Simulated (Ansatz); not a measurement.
Consider BClFH₂O (doublet).

The calculation's input:

```
crystal:
  periodic: [false, false, false]
  atoms:
    - { symbol: B, position_ang: [-0.041979, 0.365686, -0.393711] }
    - { symbol: F, position_ang: [0.011446, 0.615539, 2.10814] }
    - { symbol: Cl, position_ang: [1.555624, -0.192211, -0.781306] }
    - { symbol: H, position_ang: [-0.986297, -0.382278, -0.341356] }
    - { symbol: O, position_ang: [0.226594, -0.447984, 2.922412] }
    - { symbol: H, position_ang: [-0.699488, -0.759852, 3.06792] }
magnetization:
  spin_polarized: true
  initial_magnetization: 1
basis:
  gaussian: { orbitals: "6-31G*" }
hamiltonian:
  xc: pbe
  dispersion: d4
relax:
  f_tol: 0.03
  max_steps: 50
output:
  orbitals: {}
```

Command:

```sh
ansatz run input.yaml --threads 2 --pin off --max-ram 3072MiB --backend cpu --events-out ev --progress --plain --runs-dir out
```

The fields are those of the run's last geometry, not of the input's.

All numbers below come from UKS PBE-D4/6-31G* in Ansatz 0.2.0.

Question: What will maps of the electron density, electron localisation function and spin density show?

Answer: B–O (1.40 Å): ρ is about 1.9 e/Å³ halfway; the ELF peaks at about 0.90 between the atoms; a shared but strongly polarised pair.
B–Cl (1.85 Å): ρ at the midpoint is about 1.1 e/Å³, with its minimum of 0.83 e/Å³ about 0.6 Å from B; the ELF peaks at about 0.90 between the atoms (a polar covalent bond).
The unpaired spin (1 electron) lies mostly on H4 (about 0.3), Cl3 (about 0.3), O5 (about 0.2) and B1 (about 0.1), in electrons by Hirshfeld's partition.

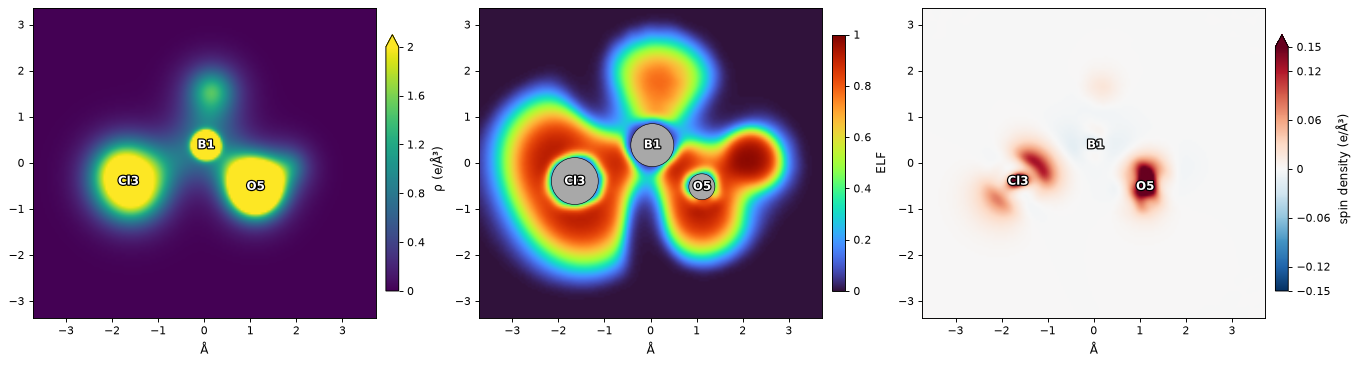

Computed electron density, electron localisation function and spin density on the plane of atoms Cl3, B1 and O5, in this order. Grey discs cover the atomic cores in the ELF map. 
